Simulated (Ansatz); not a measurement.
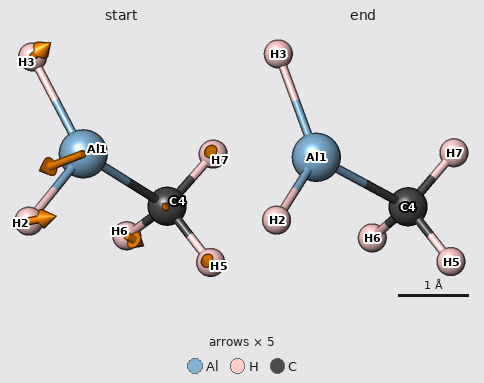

The structure of CH5Al before (left) and after (right) a relaxation, at one scale. The orange arrows give the displacements, 5 times their true length.

A ball-and-stick model, seen from a free direction.

It is one of the separated products of a reaction.

The calculation used RKS PBE0-D4/def2-TZVP in Ansatz 0.2.0. Settings: force threshold 0.005 eV/Å; at most 200 steps.

**Summarise the run.**

Over 5 geometry steps the energy falls by 0.141 eV. The largest force component goes from 1 to 0.00076 eV/Å. Al1 moves most after the best rigid fit: 0.19 Å. By element the largest moves are Al 0.19 Å, H 0.09 Å, C 0.02 Å. Some distances before and after: Al1–H3 1.609 → 1.590 Å, Al1–C4 1.969 → 1.950 Å, Al1–H2 1.602 → 1.590 Å. Bond angles that change, for instance: H3–Al1–C4 117.5° → 120.6°, H2–Al1–H3 115.8° → 118.8°. Cost: 3.9 s on 4 threads of Arm Neoverse V1, with other jobs on the host.
